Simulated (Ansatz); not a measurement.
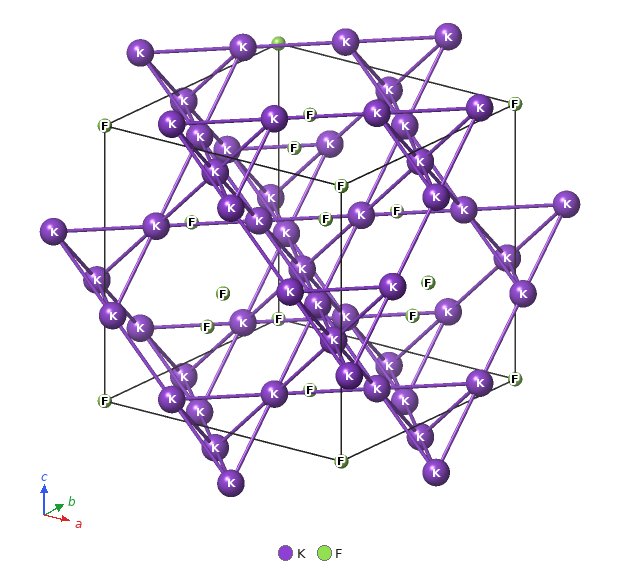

System K2F (space group Fd-3m, No. 227); source of the atomic positions: the end point of a relaxation with DFT PBE, scalar-relativistic, plane waves, PAW (Ansatz); the starting structure was generated, so it need not be a known form of this composition.

Bonds are taken as K–K below 4.1 Å; no other contact counts. Simplification: prune 0- and 1-connected atoms, fold 2-connected ones into links.

### What kind of net remains, and which atoms are its nodes?

A uninodal 6-connected, three-periodic net: K is a 6-connected node. F drops out.

### Which named net is it?

It is the crs net, known from the B net of the cubic Laves phase and of pyrochlore.

### Is the net interpenetrated?

It is a single net, without interpenetration.

### How many nodes does the smallest cycle have?

Three.
